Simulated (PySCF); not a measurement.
# C$_{3}$H$_{8}$OSi, SMILES `O[SiH2]C1CC1`: electronic structure

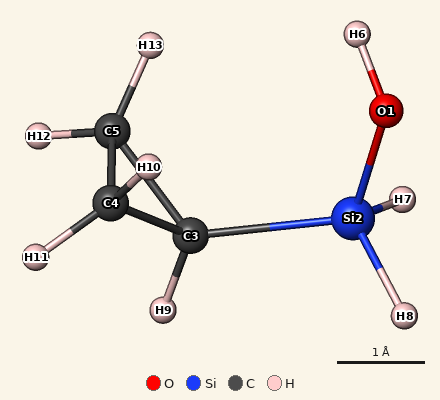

The molecule, with its atoms numbered as below. No frequency check shows the geometry to be a minimum.

Geometry (Å), atoms numbered from 1:

```
O1      -1.5844    1.0149   -0.0652
Si2     -1.1027   -0.5364    0.0102
C3       0.7779   -0.6867   -0.0147
C4       1.6132    0.3240   -0.7510
C5       1.6456    0.2836    0.7404
H6      -1.2707    1.6726    0.5491
H7      -1.5933   -1.1617    1.2431
H8      -1.7001   -1.0739   -1.2038
H9       1.1588   -1.7005   -0.0469
H10      1.1088    1.1519   -1.2276
H11      2.4815   -0.0197   -1.2942
H12      2.5343   -0.0925    1.2266
H13      1.1738    1.0893    1.2856
```

## 1. Bonding charge

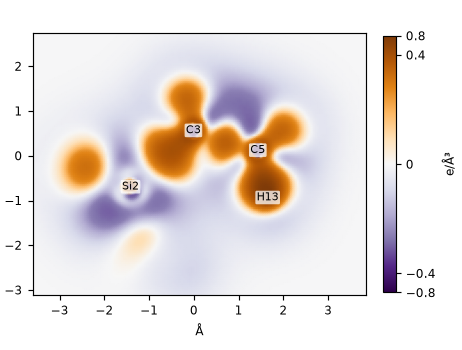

Deformation density (molecule less spherical, spin-averaged free atoms) in the plane of Si2, C3, C5 and H13; colour scale in e/Å³, logarithmic beyond ±0.1; orange: gain, purple: loss.

PySCF calculation, TPSSh/cc-pVDZ, gas phase; geometry: GFN2-xTB.

Describe the bonding that the map shows.

Answer. C5–H13: +0.66 e/Å³ at the bond critical point (bond length 1.08 Å, Mayer order 1.0). C3–C5: +0.28 e/Å³ at the bond critical point (bond length 1.50 Å, Mayer order 1.0). Si2–C3: +0.12 e/Å³ at the bond critical point (bond length 1.89 Å, Mayer order 1.0). In all, 2.8 electrons gather in the regions of gain relative to the promolecule. A small or negative value marks a very polar bond, one between electron-rich atoms, whose free-atom densities already overlap strongly, a long bond to a heavier atom, or a closed-shell contact such as a hydrogen bond.

Where do the Hirshfeld charges lie?

Answer. The highest Hirshfeld charge is on Si2 (+0.39 e), the lowest on O1 (−0.28 e).

```
atom  charge (e)
  O1       −0.28
 Si2       +0.39
  C3       −0.13
  C4       −0.07
  C5       −0.07
  H6       +0.17
  H7       −0.10
  H8       −0.09
  H9       +0.04
 H10       +0.04
 H11       +0.04
 H12       +0.04
 H13       +0.03
```

## 2. Local ionisation energy

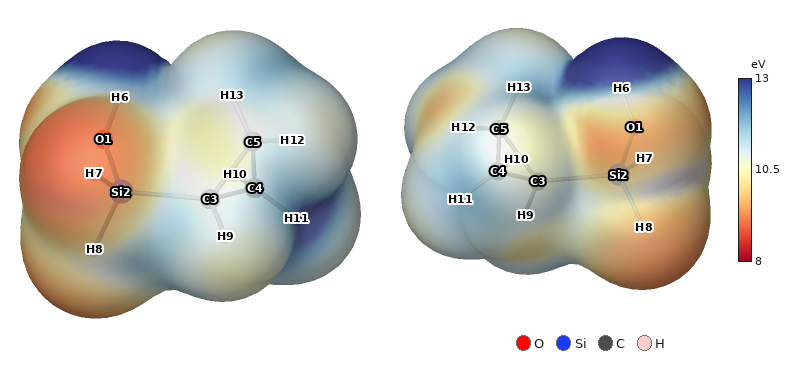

Average local ionisation energy on the surface of electron density 0.001 a.u. (back view left, front view right).

Where are the most loosely bound electrons on this surface?

Answer. The lowest value is 8.9 eV, 1.5 Å from H7. Further minima include 9.2 eV, 1.4 Å from H8; 9.3 eV, 1.8 Å from O1; 9.4 eV, 1.8 Å from O1. For comparison, the highest occupied orbital lies at −7.1 eV.

## 3. Excited states

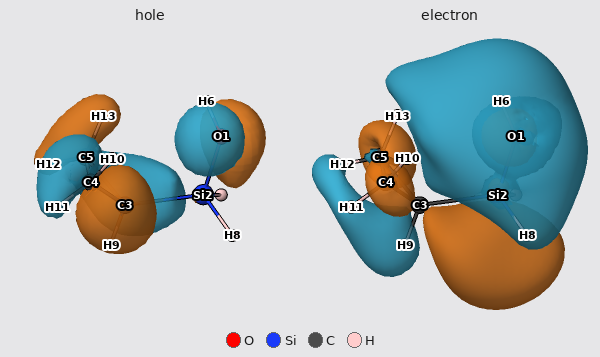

Leading natural transition orbital pair of S₃ (TDA singlet states); the surfaces enclose about 85 % of each orbital's density.

PySCF calculation, LC-wPBE/6-31G*, gas phase; geometry: GFN2-xTB. Without diffuse functions Rydberg states are missing, so the states' numbers hold for this basis only.

Where does the state lie, and where do hole and electron sit?

Answer. 9.18 eV (135 nm), f = 0.017; the leading pair carries 92 %; hole on O1 (26 %), C3 (26 %) and C4 (20 %), electron on Si2 (36 %), O1 (15 %) and H6 (14 %); their centroids lie 1.0 Å apart. In canonical orbitals it is mainly HOMO−2 → LUMO (41 %). The HOMO–LUMO gap is 13.74 eV.

## 4. Removing or adding an electron

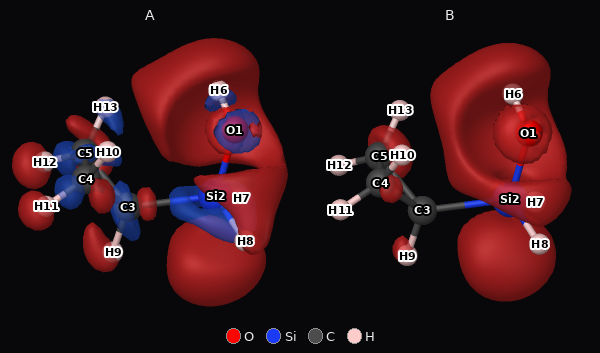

The Fukui function f⁺ from two separate SCF calculations and the density of the LUMO, at ±0.015 e/Å³ (red positive, blue negative).

Method: LDA (SVWN)/6-31G*; geometry: GFN2-xTB; program: PySCF.

Which panel is which, and how good is the frozen-orbital picture?

Answer. A is f⁺ (it has negative regions), B the LUMO density. The LUMO lies on Si2 (38 %), O1 (16 %) and H6 (16 %); f⁺ (Hirshfeld-condensed) is largest on Si2 (0.31); the vertical electron affinity is −2.22 eV (the stability of the anion's solution wasn't checked; negative, but this basis has no diffuse functions, so it doesn't show that the anion is unbound). Relaxation shifts 16 % of the electron between atoms. The orbital energy is −0.23 eV.

## 5. Stretching a bond

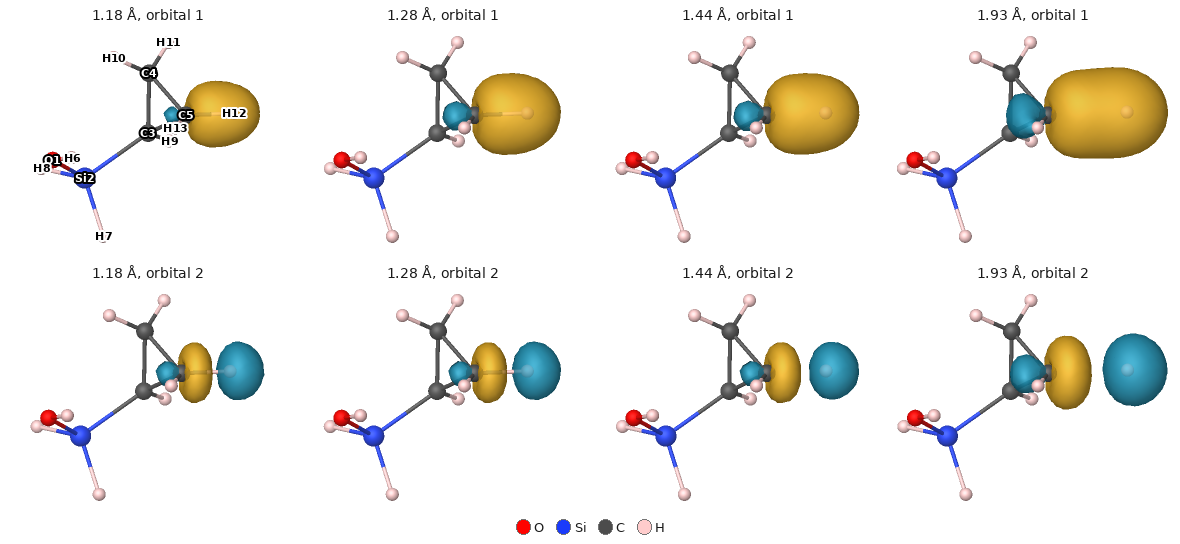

Rigid stretch of the C5–H12 bond. The two CASSCF(2,2) natural orbitals nearest half filling (orbital 1 the more occupied).

Method: 6-31+G* basis; geometry: GFN2-xTB; program: PySCF.

How do the occupations change along the stretch?

Answer. 1.18 Å: 1.98 and 0.02; 1.28 Å: 1.97 and 0.03; 1.44 Å: 1.95 and 0.05; 1.93 Å: 1.82 and 0.18. At the longest distance computed (3.00 Å) they are 1.30 and 0.70, and the effective number of unpaired electrons is 1.7.

Where does the UHF solution part from RHF?

Answer. Between 1.44 Å (⟨S²⟩ = 0, the two coincide) and 1.66 Å (⟨S²⟩ = 0.03); at 3.00 Å ⟨S²⟩ is 0.99 and UHF lies 3.3 eV below RHF.

How much energy does the stretch cost?

Answer. By CASSCF, 4.4 eV from the lowest point of the scan (1.07 Å) to 3.00 Å; RHF gives 7.3 eV from its own lowest point. The fragments aren't relaxed and dynamic correlation is missing, so this isn't a bond dissociation energy.
